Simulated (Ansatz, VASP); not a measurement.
**Cross-check of NbMoS4 between VASP and Ansatz**

One calculation is typed for both programs; each brings its own data sets and cutoff. How far apart do they land? The structure shown is the end of the VASP relaxation below.

Program: Ansatz 0.2.0. Level of theory: plane waves, with VASP 6.6.1 beside it; single point at LDA and band structure at LDA. Results are calculated unless marked as measured.

## Step 1: The starting structure

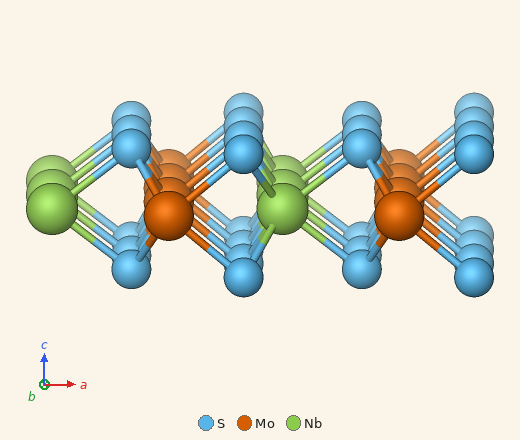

The cell as given, nearly edge on (sulfur blue, molybdenum orange, niobium green). 2×3×1 cells are drawn. Some periodic images of atoms are drawn too.

The cell holds 6 atoms: 4 S, 1 Mo and 1 Nb. Cell: a = 5.703 Å, b = 3.286 Å, c = 18.118 Å, α = 90.0°, β = 90.0°, γ = 90.0°. It derives from NbMoS4. As first built, before any earlier steps moved the atoms: kind sheets cut from a layered crystal; sheets 1. Vacuum lies along c.

As a file:

```cif
data_structure
_symmetry_space_group_name_H-M 'P 1'
_symmetry_Int_Tables_number 1
_cell_length_a 5.7031
_cell_length_b 3.2861
_cell_length_c 18.1184
_cell_angle_alpha 90.000
_cell_angle_beta 90.000
_cell_angle_gamma 90.000
_cell_volume 339.55
loop_
_atom_site_label
_atom_site_type_symbol
_atom_site_fract_x
_atom_site_fract_y
_atom_site_fract_z
_atom_site_occupancy
S1 S 0.98967 0.00000 0.58452 1
S2 S 0.50281 0.50000 0.58289 1
S3 S 0.50284 0.50000 0.41705 1
S4 S 0.98963 0.00000 0.41541 1
Mo5 Mo 0.66500 0.00000 0.49996 1
Nb6 Nb 0.15893 0.50000 0.49994 1
```

## Step 2: VASP: relaxation, LDA

This run makes the geometry at which the two programs are then compared.

Lines of VASP's logs that name or quote its potential files are left out, and so is its time.

Contents of INCAR:

```
SYSTEM = NbMoS4
PREC = Normal
ENCUT = 300
EDIFF = 1E-05
NELM = 120
ISMEAR = 0
SIGMA = 0.05
LREAL = .FALSE.
ALGO = Fast
GGA = CA
NBANDS = 29
ISPIN = 2
MAGMOM = 0.6 0.6 0 0 0 0
LMAXMIX = 4
LORBIT = 11
LWAVE = .FALSE.
LCHARG = .FALSE.
KPAR = 2
IBRION = 2
NSW = 40
ISIF = 2
EDIFFG = -0.03
POTIM = 0.4
MAXMIX = 40
IDIPOL = 3
LDIPOL = .TRUE.
DIPOL = 0.5 0.5 0.5
```

Contents of POSCAR:

```
NbMoS4
1.0
    5.7030694290      0.0000000000      0.0000000000
    0.0000000000      3.2860748100      0.0000000000
    0.0000000000      0.0000000000     18.1184382997
S Mo Nb
4 1 1
Direct
    0.9904068030      0.0000000000      0.5860570390
    0.5020289570      0.5000000000      0.5838360900
    0.5021627840      0.5000000000      0.4161242300
    0.9903267730      0.0000000000      0.4139429610
    0.6664211680      0.0000000000      0.4999334870
    0.1575429340      0.5000000000      0.4998689500
```

Contents of KPOINTS:

```
Automatic mesh
0
Gamma
4 7 1
0 0 0
```

Potentials, in the order of the species: S, Mo and Nb_pv (LDA family, release 64).

Started as:

```sh
mpirun -np 2 vasp_std
```

Numbers of over 12 decimals in the logs are rounded to 6 here.

What it wrote:

```text
[banner, memory and clock lines left out]
running    2 mpi-ranks, on    1 nodes
 distrk:  each k-point on    1 cores,    2 groups
 distr:  one band on    1 cores,    1 groups

 POSCAR found type information on POSCAR S MoNb
 POSCAR found :  3 types and       6 ions
 LDA part: xc-table for (Slater(with rela. corr.)+CA(PZ))
 , standard interpolation
 POSCAR, INCAR and KPOINTS ok, starting setup
 FFT: planning ... GRIDC
 FFT: planning ... GRID_SOFT
 FFT: planning ... GRID
 WAVECAR not read
 entering main loop
       N       E                     dE             d eps       ncg     rms          rms(c)
DAV:   1     0.225830301530E+03    0.22583E+03   -0.13170E+04  1600   0.711E+02
DAV:   2    -0.231919326576E+02   -0.24902E+03   -0.24375E+03  1961   0.234E+02
DAV:   3    -0.500835659945E+02   -0.26892E+02   -0.26521E+02  1691   0.751E+01
DAV:   4    -0.510880481149E+02   -0.10045E+01   -0.99758E+00  2112   0.188E+01
DAV:   5    -0.511087947280E+02   -0.20747E-01   -0.20716E-01  1858   0.229E+00    0.363E+01
RMM:   6    -0.483971767137E+02    0.27116E+01   -0.10279E+01  1545   0.145E+01    0.121E+01
RMM:   7    -0.482528148142E+02    0.14436E+00   -0.27986E+00  1430   0.837E+00    0.114E+01
RMM:   8    -0.479974573821E+02    0.25536E+00   -0.20288E+00  1525   0.636E+00    0.377E+00
RMM:   9    -0.477664834696E+02    0.23097E+00   -0.44674E-01  1609   0.397E+00    0.147E+00
RMM:  10    -0.477579399959E+02    0.85435E-02   -0.96838E-02  1431   0.176E+00    0.148E+00
RMM:  11    -0.477701879596E+02   -0.12248E-01   -0.35506E-02  1557   0.892E-01    0.630E-01
RMM:  12    -0.477683134918E+02    0.18745E-02   -0.12679E-02  1472   0.547E-01    0.345E-01
RMM:  13    -0.477767314826E+02   -0.84180E-02   -0.49511E-03  1651   0.303E-01    0.217E-01
RMM:  14    -0.477807410259E+02   -0.40095E-02   -0.15177E-03  1447   0.182E-01    0.126E-01
[...]
RMM:  18    -0.477820693550E+02   -0.23430E-04   -0.27383E-05  1014   0.337E-02    0.213E-02
RMM:  19    -0.477821243949E+02   -0.55040E-04   -0.74462E-06   910   0.187E-02    0.128E-02
RMM:  20    -0.477821906618E+02   -0.66267E-04   -0.43437E-06   897   0.130E-02    0.566E-03
RMM:  21    -0.477822383205E+02   -0.47659E-04   -0.22964E-06   841   0.103E-02    0.516E-03
RMM:  22    -0.477822871793E+02   -0.48859E-04   -0.23156E-06   746   0.783E-03    0.457E-03
RMM:  23    -0.477823099327E+02   -0.22753E-04   -0.14414E-06   722   0.717E-03    0.175E-03
RMM:  24    -0.477823251351E+02   -0.15202E-04   -0.12491E-06   677   0.619E-03    0.224E-03
RMM:  25    -0.477823284476E+02   -0.33125E-05   -0.55376E-07   587   0.555E-03
   1 F= -.47782328E+02 E0= -.47780064E+02  d E =-.477823E+02  mag=    -0.0001
[...]
2 F= -.47797315E+02 E0= -.47795293E+02  d E =-.149868E-01  mag=    -0.0000
[...]
3 F= -.47799331E+02 E0= -.47797466E+02  d E =-.170028E-01  mag=    -0.0003
[...]
4 F= -.47799335E+02 E0= -.47797478E+02  d E =-.170067E-01  mag=    -0.0002
[...]
5 F= -.47799685E+02 E0= -.47797920E+02  d E =-.349784E-03  mag=    -0.0014
[...]
6 F= -.47799766E+02 E0= -.47798029E+02  d E =-.431203E-03  mag=     0.0000
 curvature:  -0.79 expect dE=-0.227E-03 dE for cont linesearch -0.406E-06
 trial: gam= 0.52875 g(F)=  0.286E-03 g(S)=  0.000E+00 ort = 0.165E-04 (trialstep = 0.119E+01)
 search vector abs. value=  0.451E-03
 bond charge predicted
       N       E                     dE             d eps       ncg     rms          rms(c)
DAV:   1    -0.477996599602E+02    0.10239E-03   -0.40389E-02  1392   0.134E+00    0.103E-01
RMM:   2    -0.477998268053E+02   -0.16685E-03   -0.36447E-03  1686   0.405E-01    0.154E-01
RMM:   3    -0.478000245213E+02   -0.19772E-03   -0.88262E-04  1715   0.193E-01    0.547E-02
RMM:   4    -0.478000458977E+02   -0.21376E-04   -0.17054E-04  1514   0.707E-02    0.450E-02
RMM:   5    -0.478000468502E+02   -0.95258E-06   -0.25689E-05   961   0.374E-02
   7 F= -.47800047E+02 E0= -.47798335E+02  d E =-.280543E-03  mag=     0.0001
 trial-energy change:   -0.000281  1 .order   -0.000248   -0.000351   -0.000145
 step:   2.0358(harm=  2.0358)  dis= 0.00403  next Energy=   -47.800066 (dE=-0.300E-03)
 reached required accuracy - stopping structural energy minimisation
```

From OUTCAR (step 2):

```text
ion  position               nearest neighbor table
   1  0.990  0.000  0.586-   5 2.42   6 2.46   6 2.46
   2  0.502  0.500  0.584-   5 2.43   5 2.43   6 2.48
   3  0.502  0.500  0.416-   5 2.43   5 2.43   6 2.48
   4  0.990  0.000  0.414-   5 2.42   6 2.46   6 2.46
   5  0.666  0.000  0.500-   4 2.42   1 2.42   3 2.43   3 2.43   2 2.43   2 2.43   6 3.25   6 3.25
                             6 3.33   6 3.33
   6  0.158  0.500  0.500-   4 2.46   4 2.46   1 2.46   1 2.46   3 2.48   2 2.48   5 3.25   5 3.25
                             5 3.33   5 3.33

  LATTYP: Found a simple orthorhombic cell.
 ALAT       =     3.2860748100
 B/A-ratio  =     1.7355263525
 C/A-ratio  =     5.5137023188

 Subroutine GETGRP returns: Found  2 space group operations
 (whereof  2 operations were pure point group operations)

The static configuration has the point symmetry C_1h.

 Found     12 irreducible k-points:

   k-points           NKPTS =     12   k-points in BZ     NKDIM =     12   number of bands    NBANDS=     29

   dimension x,y,z NGX =    24 NGY =   14 NGZ =   80
   dimension x,y,z NGXF=    48 NGYF=   28 NGZF=  160

   ENCUT  =  300.0 eV  22.05 Ry    4.70 a.u.   8.05  4.64 25.59*2*pi/ulx,y,z

   NELECT =      41.0000    total number of electrons

 k-points in reciprocal lattice and weights: Automatic mesh
   0.00000000  0.00000000  0.00000000       0.036
   0.25000000  0.00000000  0.00000000       0.071
   0.50000000  0.00000000  0.00000000       0.036
   0.00000000  0.14285714  0.00000000       0.071
   0.25000000  0.14285714  0.00000000       0.143
   0.50000000  0.14285714  0.00000000       0.071
   0.00000000  0.28571429  0.00000000       0.071
   0.25000000  0.28571429  0.00000000       0.143
   0.50000000  0.28571429  0.00000000       0.071
   0.00000000  0.42857143  0.00000000       0.071
   0.25000000  0.42857143  0.00000000       0.143
   0.50000000  0.42857143  0.00000000       0.071

 dipolmoment           0.000000      0.000000      0.000129 electrons x Angstroem

 average (electrostatic) potential at core
       1 -94.1093       2 -94.2340       3 -94.2348       4 -94.1103       5 -46.3753
       6 -43.0490

 E-fermi :  -2.7921

 spin component 1
 k-point     1 :       0.0000    0.0000    0.0000
  band No.  band energies     occupation
    ...
     16      -4.1511      1.00000
     17      -4.0108      1.00000
     18      -3.8812      1.00000
     19      -3.7731      1.00000
     20      -3.0289      1.00000
     21      -2.0292      0.00000
     22      -0.3439      0.00000
     23       0.0855      0.00000
     24       0.1025      0.00000
     25       0.1783      0.00000
    ...

 k-point     2 :       0.2500    0.0000    0.0000
  band No.  band energies     occupation
    ...
     16      -4.4345      1.00000
     17      -3.9866      1.00000
     18      -3.9820      1.00000
     19      -3.4805      1.00000
     20      -3.2602      1.00000
     21      -2.2448      0.00000
     22      -0.3746      0.00000
     23      -0.1053      0.00000
     24      -0.0728      0.00000
     25       0.4496      0.00000
    ...

 k-point     3 :       0.5000    0.0000    0.0000
  band No.  band energies     occupation
    ...
     16      -4.7890      1.00000
     17      -4.3713      1.00000
     18      -3.7381      1.00000
     19      -3.5765      1.00000
     20      -3.1383      1.00000
     21      -2.7647      0.21895
     22      -0.3693      0.00000
     23      -0.2977      0.00000
     24       0.0730      0.00000
     25       0.2599      0.00000
    ...

 k-point     4 :       0.0000    0.1429    0.0000
  band No.  band energies     occupation
    ...
     16      -4.6757      1.00000
     17      -4.5940      1.00000
     18      -4.0302      1.00000
     19      -3.4694      1.00000
     20      -2.8818      0.99438
     21      -2.2203      0.00000
     22      -0.5258      0.00000
     23      -0.0449      0.00000
     24       0.1053      0.00000
     25       0.4081      0.00000
    ...

 k-point     5 :       0.2500    0.1429    0.0000
  band No.  band energies     occupation
    ...
     16      -4.7774      1.00000
     17      -4.6735      1.00000
     18      -3.8618      1.00000
     19      -3.4180      1.00000
     20      -3.1442      1.00000
     21      -2.4807      0.00000
     22      -0.3994      0.00000
     23      -0.1349      0.00000
     24      -0.0980      0.00000
     25       0.3350      0.00000
    ...

 k-point     6 :       0.5000    0.1429    0.0000
  band No.  band energies     occupation
    ...
     17      -4.5648      1.00000
     18      -3.5380      1.00000
     19      -3.3644      1.00000
     20      -3.2324      1.00000
     21      -2.8928      0.99780
     22      -0.6026      0.00000
     23      -0.2089      0.00000
     24      -0.1239      0.00000
     25       0.1208      0.00000
     26       0.3933      0.00000
    ...

  Total       -4.2020503     -3.6231139     -0.3497515      0.0000000      0.0000000      0.0003271
  in kB      -19.8273634    -17.0956535     -1.6503017      0.0000000      0.0000000      0.0015436
  external PRESSURE =     -12.8577729 kB  Pullay stress =       0.0000000 kB

  energy-cutoff  :      300.00
  volume of cell :      339.55
      direct lattice vectors                 reciprocal lattice vectors
     5.703069429  0.000000000  0.000000000     0.175344174  0.000000000  0.000000000
     0.000000000  3.286074810  0.000000000     0.000000000  0.304314435  0.000000000
     0.000000000  0.000000000 18.118438300     0.000000000  0.000000000  0.055192395

 POSITION                                       TOTAL-FORCE (eV/Angst)
 -----------------------------------------------------------------------------------
      5.64417      0.00000     10.59054        -0.005710      0.000000     -0.004551
      2.86755      1.64304     10.56100        -0.004471      0.000000      0.013512
      2.86775      1.64304      7.55633        -0.003905      0.000000     -0.020531
      5.64395      0.00000      7.52650        -0.006796      0.000000     -0.001975
      3.79256      0.00000      9.05850        -0.003512      0.000000      0.005978
      0.90639      1.64304      9.05815         0.024394      0.000000      0.007567
 -----------------------------------------------------------------------------------
    total drift:                               -0.008823      0.000000     -0.005219

  FREE ENERGIE OF THE ION-ELECTRON SYSTEM (eV)
  ---------------------------------------------------
  free  energy   TOTEN  =       -47.8000468502 eV

  energy  without entropy=      -47.7966231107  energy(sigma->0) =      -47.79833498

 reached required accuracy - stopping structural energy minimisation

 vacuum level on the upper side and lower side of the slab         3.351         3.350

 total charge
# of ion       s       p       d       tot
------------------------------------------
    1        1.355   2.363   0.000   3.718
    2        1.356   2.341   0.000   3.698
    3        1.356   2.341   0.000   3.698
    4        1.355   2.363   0.000   3.718
    5        0.417   0.597   4.398   5.412
    6        0.352   6.436   3.109   9.897
--------------------------------------------------
tot          6.192  16.441   7.507  30.140

 magnetization (x)
# of ion       s       p       d       tot
------------------------------------------
    1        0.000   0.000   0.000   0.000
    2        0.000   0.000   0.000   0.000
    3        0.000   0.000   0.000   0.000
    4        0.000   0.000   0.000   0.000
    5       -0.000  -0.000  -0.000  -0.000
    6       -0.000  -0.000  -0.000  -0.000
--------------------------------------------------
tot          0.000   0.000  -0.000   0.000

[... 5 further parts left out ...]
```

CONTCAR:

```
NbMoS4
   1.00000000000000
     5.7030694290000001    0.0000000000000000    0.0000000000000000
     0.0000000000000000    3.2860748100000001    0.0000000000000000
     0.0000000000000000    0.0000000000000000   18.1184382996999993
  S               Mo              Nb
     4     1     1
Direct
     0.9896718586994466    0.0000000000000000    0.5845170483351687
     0.5028079185767202    0.5000000000000000    0.5828871561531695
     0.5028437931279991    0.5000000000000000    0.4170517239481047
     0.9896333434219196    0.0000000000000000    0.4154055804792910
     0.6650025507014800    0.0000000000000000    0.4999602133763985
     0.1589299544724305    0.5000000000000000    0.4999410347078596
```

(Continued in part 2 of 3.)

[Lines on the potential files, build, host, timing and source positions are cut from VASP's logs without a mark.]

[Logs are printed without paths, hosts, clocks, repeated set-up lines and the standing remarks that a program may print on its own settings, such as how far it seeks lower states.]

[Hosts, paths, dates, database ids (printed as entryN), source tags and the programs' standing remarks are cut or masked in the printed files.]
